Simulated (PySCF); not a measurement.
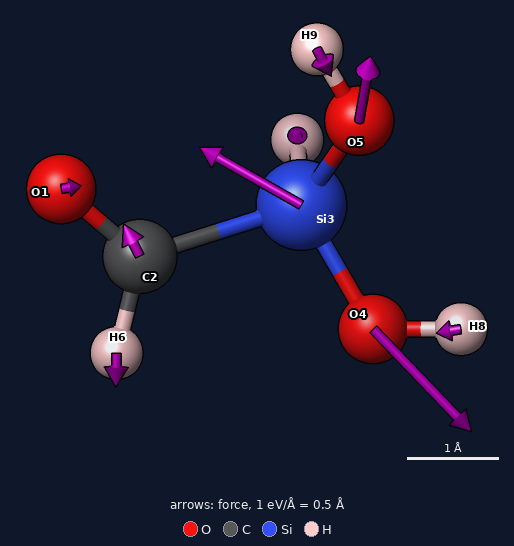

Starting geometry of CH₄O₃Si with the computed forces as purple arrows. Style: ball-and-stick. Shown at a tilt.

The start comes from GFN2-xTB. Its atoms were then displaced at random by about 0.01 Å.

Computed with PySCF 2.14.0, density-fitted response routines, PBE0-D3(BJ)/def2-SVP geometry optimisation, gas phase. 

What follows when this structure is relaxed?

Answer. It isn't relaxed: the largest force vector, on an O atom, is 3.18 eV/Å. The final displacements have little in common with the starting forces (cosine between the two patterns 0.05). Over 25 geometry steps the energy falls by 0.293 eV. The largest move after the best rigid fit is that of an O atom, 0.77 Å. Largest moves by element: O 0.77 Å, H 0.61 Å, C 0.10 Å, Si 0.10 Å. Near-neighbour distances that change, for instance: O–Si 1.579 → 1.656 Å, O–Si 1.614 → 1.650 Å, C–H 1.104 → 1.123 Å, H–Si 1.469 → 1.487 Å. Among the angles between lasting bonds that change: Si–O–H 121.6° → 109.8°, C–Si–O 111.2° → 101.8°, O–C–Si 124.2° → 116.1°. Groups turn about O–Si by about 65°, C–Si by about 50°, O–Si by about 25°. Cost: 76 s on 1 thread of Arm Neoverse V1, on a shared host.
